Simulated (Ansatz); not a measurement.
# CHClF2 (difluorochloromethane) at PBE-QIDH/6-311+G(d,p)

Aim: the vertical singlet–triplet gap of CHClF2 (difluorochloromethane) at PBE-QIDH/6-311+G**, from 2 runs. 

The results are computed with Ansatz 0.2.0.

69 further runs of the same task are left out: 69 set aside as unsound or not needed.

### 1 The structure to begin with

CHClF2: 5 atoms, total charge 0, spin state singlet. As SMILES, `FC(F)Cl`. The shape is that of a PBE0-D4/def2-TZVP optimisation.

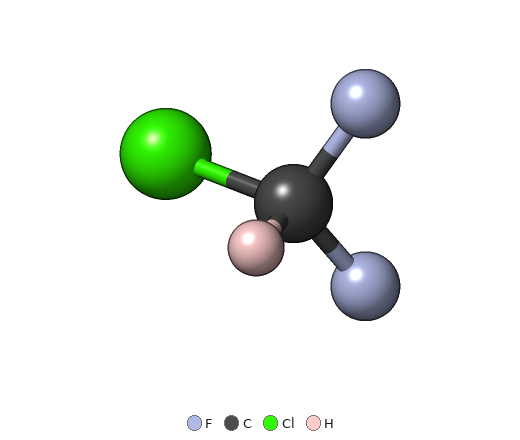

The structure, seen from a chosen angle (fluorine light blue, carbon dark grey, chlorine green, hydrogen pink).

### 2 A single-point energy at PBE-QIDH/6-311+G(d,p)

The input, run.yaml:

```yaml
crystal:
  periodic: [false, false, false]
  atoms:
    - {symbol: F, position_ang: [0.038900, -0.568100, 1.222300]}
    - {symbol: C, position_ang: [0.109400, 0.023600, 0.028300]}
    - {symbol: F, position_ang: [0.844200, -0.745900, -0.776900]}
    - {symbol: Cl, position_ang: [-1.511000, 0.208900, -0.640800]}
    - {symbol: H, position_ang: [0.568600, 1.007800, 0.125800]}
basis:
  gaussian: {orbitals: 6-311+G_st__st_-spherical.json}
hamiltonian: {xc: {name: PBE-QIDH}}
correlation: {frozen_orbitals: {C: 1, Cl: 5, F: 1, H: 0}}
accuracy: high
output: {orbitals: {seedname: orbitals}}
```

The basis set 6-311+G** is read from a file made from the Basis Set Exchange's data (not shown).

On the command line:

```bash
ansatz run run.yaml --threads 1 --pin off --max-ram 3480MiB --events-out events.jsonl --progress --plain --runs-dir runs
```

The program printed:

```text
Warning: RAYON_NUM_THREADS=1 ignored (pool sized by the plan → 1); use --threads N
Functional definition: PBE-QIDH
  name "PBE-QIDH"
  parameter a = 3^(-1/3)
  parameter c = 1/3
  exchange = (1 - a)*pbe_x + a*exact_x
  correlation = (1 - c)*pbe_c + c*(mp2_os + mp2_ss)
1863 factors; integrals over basis functions are off by at most 4.5e-9 eV
mean field evaluation 1: about -18987.8926 eV, gradient 3.1e1 eV
mean field evaluation 2: about -18987.9442 eV, gradient 3.1e1 eV
mean field evaluation 4: about -18989.5911 eV, gradient 1.7e0 eV
mean field evaluation 8: about -18989.6049 eV, gradient 1.6e-1 eV
mean field evaluation 16: about -18989.6050 eV, gradient 4.7e-5 eV
mean field -18989.60496219 eV, -697.8551107438 hartree, gradient 5.4e-8 eV, S^2 0.000000; 0 other end points of the search recorded, 0 dependent functions left out
8 core orbitals not correlated: weight in the atoms' cores, before any rotation towards them, 1.000 or more for the frozen orbitals, at most 0.000 for the correlated occupied ones
reference -18989.60496397 eV, -697.8551108094 hartree; 13, 13 occupied and 81, 81 virtual orbitals, 1863 factors
second order -21.18723444 eV of doubles, -0.00000000 eV of singles
Total energy: -18996.66737545 eV, -698.1146496443 hartree
```

Run time: 10 s. Hardware: 1 thread of Arm Neoverse V1, shared host; peak memory 0.3 GiB.

### 3 The triplet, same level

The input, in.yaml:

```yaml
crystal:
  periodic: [false, false, false]
  atoms:
    - symbol: F
      position_ang: [0.038900, -0.568100, 1.222300]
    - symbol: C
      position_ang: [0.109400, 0.023600, 0.028300]
    - symbol: F
      position_ang: [0.844200, -0.745900, -0.776900]
    - symbol: Cl
      position_ang: [-1.511000, 0.208900, -0.640800]
    - symbol: H
      position_ang: [0.568600, 1.007800, 0.125800]
basis:
  gaussian:
    orbitals: 6-311+G_st__st_-spherical.json
correlation:
  frozen_orbitals: {C: 1, Cl: 5, F: 1, H: 0}
magnetization:
  spin_polarized: true
  initial_magnetization: 2
total_charge: 0
hamiltonian:
  xc: {name: PBE-QIDH}
accuracy: high
output:
  orbitals: {seedname: orbitals}
```

The basis set 6-311+G** is read from a file made from the Basis Set Exchange's data (not shown).

On the command line:

```bash
ansatz run in.yaml --threads 1 --pin off --max-ram 3480MiB --events-out events.jsonl --progress --plain --runs-dir runs
```

The program printed, shortened:

```text
Warning: RAYON_NUM_THREADS=1 ignored (pool sized by the plan → 1); use --threads N
Functional definition: PBE-QIDH
  name "PBE-QIDH"
[...]
1863 factors; integrals over basis functions are off by at most 4.5e-9 eV
[...]
mean field -18982.31821457 eV, -697.5873277081 hartree, gradient 2.2e-8 eV, S^2 2.008557; 2 other end points of the search recorded, 0 dependent functions left out
8 core orbitals not correlated: weight in the atoms' cores, before any rotation towards them, 1.000 or more for the frozen orbitals, at most 0.000 for the correlated occupied ones
reference -18982.31821618 eV, -697.5873277671 hartree; 14, 12 occupied and 80, 82 virtual orbitals, 1863 factors
second order -20.54070706 eV of doubles, -0.00000000 eV of singles
Total energy: -18989.16511853 eV, -697.8389467876 hartree
```

Wall time 33 s (1 thread of Arm Neoverse V1, shared host); peak memory 0.44 GiB.

### 4 Results

Level: PBE-QIDH/6-311+G**, 8 core orbitals frozen.

| quantity | value |
| --- | --- |
| singlet: total energy | -698.11465 Eh |
| singlet: HOMO energy (SCF part's orbitals) | -12.06 eV |
| singlet: LUMO energy (SCF part's orbitals) | 1.28 eV |
| singlet: HOMO–LUMO gap (SCF part's orbitals) | 13.33 eV |
| triplet: total energy | -697.83895 Eh |
| triplet: HOMO energy (SCF part's orbitals) (highest over α and β) | -4.71 eV |
| triplet: LUMO energy (SCF part's orbitals) (lowest over α and β) | -4.65 eV |
| triplet: ⟨S²⟩ | 2.009 |
| vertical energy of the triplet above the singlet | 7.502 eV |

What this shows: At this shape the triplet lies 7.50 eV (173 kcal/mol) above the singlet.
